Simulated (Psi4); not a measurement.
# C2H2F (SMILES C=[C]F) at 3 levels

Aim: a comparison of 3 runs (UHF/cc-pwCVTZ, UPBE0/def2-SVP, U-r2SCAN/6-311G**) of C2H2F. 

Program for the calculation: Psi4 1.11.

2 further runs of the same task are left out: 2 set aside as unsound or not needed.

### 1 The system as given

C2H2F: 5 atoms, total charge 0, spin state doublet. As SMILES, `C=[C]F`. Geometry: relaxed at PBE0-D4/def2-TZVP.

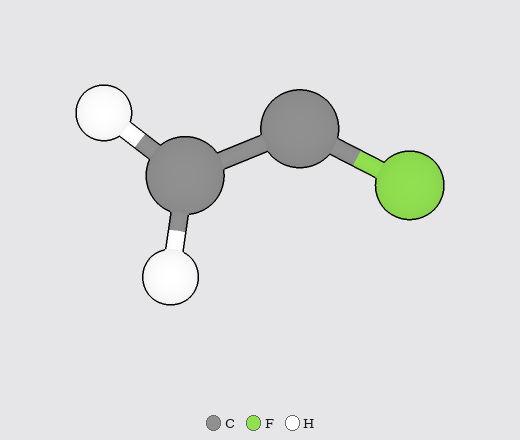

Viewed from a chosen angle; carbon grey, fluorine green, hydrogen white.

### 2 The charge distribution at UHF/cc-pwCVTZ (density fitting, ddPCM benzene) (run 1)

job.json reads:

```json
{
  "schema_name": "qcschema_input",
  "schema_version": 1,
  "molecule": {
    "schema_name": "qcschema_molecule",
    "schema_version": 2,
    "symbols": ["C", "C", "F", "H", "H"],
    "geometry": [0.92256429, -0.37870112, 0.0158737, -1.12004067, 0.74398518, 0.84489655, -3.2609114, 1.1895826, -0.28138022, 1.01043656, -1.1156943, -1.89993065, 2.54205958, -0.57863414, 1.24249493],
    "molecular_charge": 0,
    "molecular_multiplicity": 2,
    "fix_symmetry": "c1"
  },
  "driver": "energy",
  "model": {
    "method": "scf",
    "basis": "cc-pwCVTZ"
  },
  "keywords": {
    "reference": "uhf",
    "scf_type": "disk_df",
    "ddx": true,
    "ddx_model": "pcm",
    "ddx_solvent": "benzene",
    "ddx_radii_set": "bondi",
    "scf_properties": ["ESP_AT_NUCLEI", "MBIS_CHARGES"]
  }
}
```

Launch:

```
$ psi4 --qcschema job.json -n 1 --memory 1600MB
```

stdout:

```text
[...]
  Running in c1 symmetry.
[...]
  Nuclear repulsion =   60.961139755024917
[...]
  Multiplicity = 2
[...]
  Nalpha       = 12
  Nbeta        = 11
[...]
    Number of basis functions: 157
[...]
   @DF-UHF iter   1:  -176.21896293269927   -6.82272e-01   2.48968e-03 ADIIS/DIIS
[...]
   @DF-UHF iter  12:  -176.30861193356543   -1.85815e-07   9.68708e-07 DIIS
[...]
   @S^2 Observed:                9.263418781E-01
[...]
    Orbital Energies [Eh]
    ---------------------
    Alpha Occupied:
       1A    -26.342071     2A    -11.350744     3A    -11.232708
       4A     -1.676063     5A     -1.065847     6A     -0.852396
       7A     -0.750729     8A     -0.738236     9A     -0.691809
      10A     -0.602988    11A     -0.453003    12A     -0.407475
    Alpha Virtual:
      13A      0.160427    14A      0.172422    15A      0.203817
      16A      0.269958    17A      0.305944    18A      0.393335
      19A      0.417677    20A      0.467610    21A      0.529350
      22A      0.541902    23A      0.571244    24A      0.615722
      25A      0.630964    26A      0.696439    27A      0.699509
[...]
  @DF-UHF Final Energy:  -176.30861193356543
   => Energetics <=
    Nuclear Repulsion Energy =             60.9611397550249166
    One-Electron Energy =                -362.9368311170867969
    Two-Electron Energy =                 125.6680493800552938
    DD Solvation Energy =                 -0.0009699515588676
    Total Energy =                       -176.3086119335654303
  UHF NO Occupations:
  HONO-2 :   10  A 1.9981864
[...]
 Multipole Moments:
 ------------------------------------------------------------------------------------
     Multipole            Electronic (a.u.)      Nuclear  (a.u.)        Total (a.u.)
 ------------------------------------------------------------------------------------
 L = 1.  Multiply by 2.5417464519 to convert [e a0] to [Debye]
 Dipole X            :         -3.5532236            4.0554146            0.5021910
 Dipole Y            :          1.5090310           -1.7111878           -0.2021568
 Dipole Z            :          0.2305926           -0.2330006           -0.0024080
 Magnitude           :                                                    0.5413584
[...]
```

The result, in JSON:

```text
{
 "driver": "energy",
 "model": {
  "method": "scf",
  "basis": "cc-pwCVTZ"
 },
 "success": true,
 "return_result": -176.30861193356543,
 "properties": {
  "calcinfo_nbasis": 157,
  "calcinfo_nmo": 157,
  "calcinfo_nalpha": 12,
  "calcinfo_nbeta": 11,
  "calcinfo_natom": 5,
  "nuclear_repulsion_energy": 60.96113975502492,
  "return_energy": -176.30861193356543,
  "scf_one_electron_energy": -362.9368311170868,
  "scf_two_electron_energy": 125.6680493800553,
  "scf_dipole_moment": [0.5021909544921614, -0.20215682771863452, -0.0024079881379971413],
  "scf_total_energy": -176.30861193356543,
  "scf_iterations": 12
 }
}
```

Run time: 11 s. Hardware: 1 thread of Intel Xeon 6975P-C (Granite Rapids), shared host; peak memory 0.27 GiB.

Atomic charges (e):

```csv
atom,MBIS
C1,-0.558
C2,+0.308
F3,-0.189
H4,+0.218
H5,+0.221
```

### 3 Energy and forces at UPBE0/def2-SVP (run 2)

job.py reads:

```python
import psi4

psi4.set_memory(1600000000)
psi4.set_num_threads(1)
psi4.core.set_output_file('run.log', False)

m = psi4.geometry("""
0 2
C      0.488200    -0.200400     0.008400
C     -0.592700     0.393700     0.447100
F     -1.725600     0.629500    -0.148900
H      0.534700    -0.590400    -1.005400
H      1.345200    -0.306200     0.657500
symmetry c1
""")

psi4.set_options({
    'basis': 'def2-SVP',
    'reference': 'uks',
    'puream': True,
    'e_convergence': 1e-09,
    'd_convergence': 1e-08,
    'scf_type': 'pk',
    'dft_radial_points': 99,
    'dft_spherical_points': 590,
    'maxiter': 200,
})

energy_value, wavefunction = psi4.gradient('pbe0', molecule=m, return_wfn=True)
print('gradient / Eh bohr^-1')
print(energy_value.np.round(6))
print(f'energy = {wavefunction.energy():.10f} Eh')
```

Launch:

```
$ python job.py
```

run.log:

```text
[...]
  Running in c1 symmetry.
[...]
  Nuclear repulsion =   60.961139739115154
[...]
  Multiplicity = 2
[...]
  Nalpha       = 12
  Nbeta        = 11
[...]
    Number of basis functions: 52
[...]
   @UKS iter   1:  -176.64788080419129   -2.38972e-01   1.06375e-02 ADIIS/DIIS
[...]
   @UKS iter  14:  -176.81407932638027   -2.55795e-13   4.98633e-09 DIIS
[...]
   @S^2 Observed:                7.640210831E-01
[...]
  @UKS Final Energy:  -176.81407932638027
   => Energetics <=
    Nuclear Repulsion Energy =             60.9611397391151542
    One-Electron Energy =                -362.7263769370886166
    Two-Electron Energy =                 141.4659713809196546
    DFT Exchange-Correlation Energy =     -16.5148135093264514
    Empirical Dispersion Energy =           0.0000000000000000
    VV10 Nonlocal Energy =                  0.0000000000000000
    Total Energy =                       -176.8140793263802664
[...]
 Multipole Moments:
 ------------------------------------------------------------------------------------
     Multipole            Electronic (a.u.)      Nuclear  (a.u.)        Total (a.u.)
 ------------------------------------------------------------------------------------
 L = 1.  Multiply by 2.5417464519 to convert [e a0] to [Debye]
 Dipole X            :         -3.7501095            4.0554146            0.3053051
 Dipole Y            :          1.5587093           -1.7111878           -0.1524785
 Dipole Z            :          0.1508613           -0.2330006           -0.0821392
 Magnitude           :                                                    0.3510096
[...]
  -Total Gradient:
     Atom            X                  Y                   Z
    ------   -----------------  -----------------  -----------------
       1       -0.003245019563     0.001655851749     0.000978754717
       2        0.011612556276    -0.005194504058    -0.001487769760
       3       -0.001800887332     0.000146664977    -0.001560562405
       4       -0.000382405505     0.002437521657     0.006229018195
       5       -0.006189677231     0.000951716777    -0.004172863409
[...]
```

On the terminal:

```text
gradient / Eh bohr^-1
[[-0.003245  0.001656  0.000979]
 [ 0.011613 -0.005195 -0.001488]
 [-0.001801  0.000147 -0.001561]
 [-0.000382  0.002438  0.006229]
 [-0.00619   0.000952 -0.004173]]
energy = -176.8140793264 Eh
```

It took 11 s on 1 thread of Intel Xeon 6975P-C (Granite Rapids), shared host; peak memory 0.6 GiB.

### 4 Energy and forces at U-r2SCAN/6-311G(d,p) (run 3)

c2h2f.py reads:

```python
import psi4

psi4.set_memory('1600 MB')
psi4.set_num_threads(1)
psi4.core.set_output_file('run.log', False)

mol = psi4.geometry("""
0 2
C      0.488200    -0.200400     0.008400
C     -0.592700     0.393700     0.447100
F     -1.725600     0.629500    -0.148900
H      0.534700    -0.590400    -1.005400
H      1.345200    -0.306200     0.657500
symmetry c1
no_reorient
no_com
""")

options = {'basis': '6-311G**', 'reference': 'uks', 'puream': True, 'e_convergence': 1e-09, 'd_convergence': 1e-08, 'scf_type': 'pk', 'dft_radial_points': 99, 'dft_spherical_points': 590, 'maxiter': 200}
psi4.set_options(options)

e, wfn = psi4.gradient('R2SCAN', return_wfn=True)
psi4.oeprop(wfn, 'MAYER_INDICES', 'DIPOLE', 'QUADRUPOLE', title='R2SCAN')
print('gradient / Eh bohr^-1')
print(e.np.round(6))
print(f'energy = {wfn.energy():.10f} Eh')
```

Launch:

```
$ python c2h2f.py
```

run.log:

```text
[...]
  Running in c1 symmetry.
[...]
  Nuclear repulsion =   60.961139739115154
[...]
  Multiplicity = 2
[...]
  Nalpha       = 12
  Nbeta        = 11
[...]
    Number of basis functions: 66
[...]
   @UKS iter   1:  -176.84507870249089   -1.42688e-01   1.08084e-02 ADIIS/DIIS
[...]
   @UKS iter  14:  -177.10100012772310   -1.08002e-12   5.30995e-09 DIIS
[...]
   @S^2 Observed:                7.675081403E-01
[...]
  @UKS Final Energy:  -177.10100012772310
   => Energetics <=
    Nuclear Repulsion Energy =             60.9611397391151542
    One-Electron Energy =                -363.0588682872866002
    Two-Electron Energy =                 146.9249762076028105
    DFT Exchange-Correlation Energy =     -21.9282477871544366
    Empirical Dispersion Energy =           0.0000000000000000
    VV10 Nonlocal Energy =                  0.0000000000000000
    Total Energy =                       -177.1010001277230970
[...]
  -Total Gradient:
     Atom            X                  Y                   Z
    ------   -----------------  -----------------  -----------------
       1       -0.005793782518     0.003204898857     0.002417205480
       2       -0.002223995112    -0.002058033801    -0.008066468974
       3        0.009022478983    -0.001717542033     0.005193789018
       4       -0.000180516614     0.000435183398     0.000984026087
       5       -0.000628264231     0.000142374476    -0.000295291730
[...]
 Multipole Moments:
 ------------------------------------------------------------------------------------
     Multipole            Electronic (a.u.)      Nuclear  (a.u.)        Total (a.u.)
 ------------------------------------------------------------------------------------
 L = 1.  Multiply by 2.5417464519 to convert [e a0] to [Debye]
 Dipole X            :         27.2840676          -26.9805648            0.3035029
 Dipole Y            :        -11.3529446           11.2036193           -0.1493253
 Dipole Z            :         -2.0502666            1.9747638           -0.0755028
 Magnitude           :                                                    0.3465728
 L = 2.  Multiply by 1.3450342976 to convert [e a0^2] to [Debye ang]
 Quadrupole XX       :       -128.5810180          115.8186335          -12.7623846
 Quadrupole XY       :         44.3766413          -44.6063905           -0.2297492
[...]
```

The script printed:

```text
gradient / Eh bohr^-1
[[-0.005794  0.003205  0.002417]
 [-0.002224 -0.002058 -0.008066]
 [ 0.009022 -0.001718  0.005194]
 [-0.000181  0.000435  0.000984]
 [-0.000628  0.000142 -0.000295]]
energy = -177.1010001277 Eh
```

It took 23 s on 1 thread of Intel Xeon 6975P-C (Granite Rapids), shared host; peak memory 0.82 GiB.

### 5 All runs side by side

```csv
run,level,task,radii,energy (Eh),dipole moment (D),HOMO energy (eV),LUMO energy (eV),wall time
1,"UHF/cc-pwCVTZ (density fitting, ddPCM benzene)",properties,Bondi,-176.308612,1.38,-10.92,2.68,11 s
2,UPBE0/def2-SVP,gradient,–,-176.814079,0.89,-7.66,-2.16,11 s
3,U-r2SCAN/6-311G**,gradient,–,-177.101000,0.88,-6.52,-2.75,23 s
```

### 6 Results

| quantity | value |
| --- | --- |
| run 3: total energy | -177.10100 Eh |
| run 3: dipole moment | 0.88 D |
| run 3: HOMO energy (highest over α and β) | -6.52 eV |
| run 3: LUMO energy (lowest over α and β) | -2.75 eV |
| run 3: ⟨S²⟩ | 0.768 |
| run 3: largest force on an atom | 0.543 eV/Å |

The dipole moment (its size) runs from 0.88 D (U-r2SCAN/6-311G**) to 1.38 D (UHF/cc-pwCVTZ). The two ends differ in method and basis and solvent. Totals of different functionals can't be ranked against each other. Spin contamination of the reference: run 1 ⟨S²⟩ = 0.93. All runs together took 45 s, the longest 23 s.
